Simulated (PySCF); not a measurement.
# TiN2: structure of the triplet

Where does triplet TiN2 go from a side-on start, is the end point a minimum, and what are its modes, charges and moments?

Computed with PySCF 2.14.0. Level: PBE0, basis Ti def2-TZVP, N def2-TZVP, no relativity, density fitting.

## (1) The system as given

3 atoms, charge 0, spin multiplicity 3.

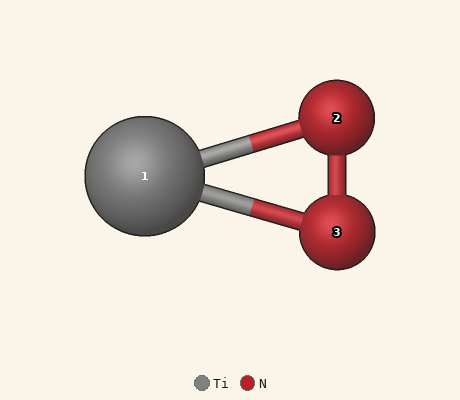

As it starts; titanium grey, nitrogen red; atoms are numbered from 1 in the order of the file.

```xyz
3
charge 0 multiplicity 3
Ti    0.0000    0.0000    0.0000
N     0.6000    0.0000    2.0244
N    -0.6000    0.0000    2.0244
```

## (2) The SCF at the typed geometry

The steps below are one call of a driver around PySCF. For each, scf.py gives the equivalent set-up of the SCF; relaxations use the driver's own optimiser. After this first run the driver tries any further starts and a stability analysis.

File scf.py:

```python
from pyscf import gto, scf, dft
mol = gto.M(atom='''
Ti     0.000000     0.000000     0.000000
N      0.600000     0.000000     2.024350
N     -0.600000     0.000000     2.024350''',
    basis={'Ti': 'def2-TZVP', 'N': 'def2-TZVP'},
    charge=0, spin=2)
mf = dft.UKS(mol, xc='PBE0')
mf.grids.atom_grid = (50, 194)
aux = {'Ti': 'def2-universal-JKFIT', 'N': 'def2-universal-JKFIT'}
mf = mf.density_fit(auxbasis=aux)
mf.conv_tol = 1e-08
mf.diis_space = 10
mf.max_cycle = 60
mf.init_guess = 'minao'
mf.verbose = 4
mf.kernel()
```

Started as:

```sh
$ OMP_NUM_THREADS=4 python axn.py task.json out
```

Further steps of the session: Side-on start, triplet: relaxation; Frequencies.

**Question.** What will these runs give? Wanted: minimum; geometry; wavenumbers; dipole moment; highest occupied, lowest empty level; polar-tensor charge of Ti1; zero-point energy; atomisation energy; ⟨S²⟩.

The runs gave:

| quantity | value |
| --- | --- |
| minimum | triplet, C2v |
| geometry | N–N 1.202 Å, Ti–N 1.933 Å (×2); N–N–Ti 71.9° (×2), N–Ti–N 36.2° |
| wavenumbers (cm⁻¹) | 478 (a1), 573 (b2), 1705 (a1) |
| dipole moment | 4.33 D |
| highest occupied, lowest empty level (either spin) | -4.88, -1.80 eV |
| polar-tensor charge of Ti1 | +0.40 e |
| zero-point energy | 16.5 kJ/mol |
| entropy at 298.15 K | 264.1 J/(mol K) |
| atomisation energy (no zero-point energy) | 980 kJ/mol |
| ⟨S²⟩ | 2.068 |

What this shows: The side-on start keeps its C2v symmetry and ends in a minimum. In the infrared the band at 1705 cm⁻¹ (a1) leads. Most of the spin sits on Ti1 (Mulliken spin 2.17, against 2 for the whole molecule). Only this shape and spin were tried, so other structures or states may lie lower. Open d and f shells are described by one determinant, and the ground state may have another occupation or spin.
